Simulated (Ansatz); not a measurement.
InHCl (SMILES [Cl][InH]): the vertical energy of the quartet above the doublet, rung by rung

InHCl has 3 atoms, charge 0, and is taken as a doublet. SMILES: `[Cl][InH]`. Geometry: relaxed at PBE0-D4/def2-TZVP.

```xyz
3

Cl   -1.6498    0.3968   -0.8674
In    0.4095    0.5424    0.2861
H     1.2294   -1.0039    0.5681
```

Quantity: the vertical energy of the quartet above the doublet, in eV. The values are calculated.

```csv
level,kind,program,value (eV),less FCI/STO-3G,CPU time (all runs)
UHF/STO-3G,Hartree–Fock,Ansatz,5.40,-0.10,2.5 s
USVWN5/STO-3G,LDA,Ansatz,4.35,-1.15,5.6 s
UBLYP/STO-3G,GGA,Ansatz,4.41,-1.09,9.5 s
U-r2SCAN/STO-3G,meta-GGA,Ansatz,4.49,-1.01,28 s
U-r2SCAN0/STO-3G,hybrid meta-GGA,Ansatz,4.93,-0.57,21 s
UB3LYP/STO-3G,global hybrid,Ansatz,4.82,-0.68,7.6 s
U-wB97X/STO-3G,range-separated hybrid,Ansatz,5.21,-0.29,36 s
UB2PLYP/STO-3G,double hybrid,Ansatz,5.27,-0.23,8.8 s
FCI/STO-3G,exact in the basis,Ansatz,5.50,0.00,5.5 s
```

FCI/STO-3G is exact within its basis and frozen core, so for wave-function methods in that basis the difference is their error; functionals converge differently with the basis, so for them it is only a difference. All-electron rows without a relativistic Hamiltonian named are non-relativistic. Spin-orbit coupling, which can split open shells on such heavy atoms by tenths of an eV, is left out. The values span 4.35 to 5.50 eV. All rows use very small basis sets, so even the best lies far from the true value. CPU times are rough (shared hosts, several kinds of processor): they show what a rung costs within a factor of a few.

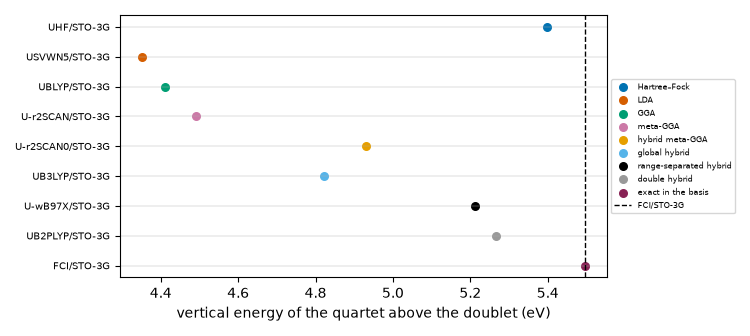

The values of the table, level by level.
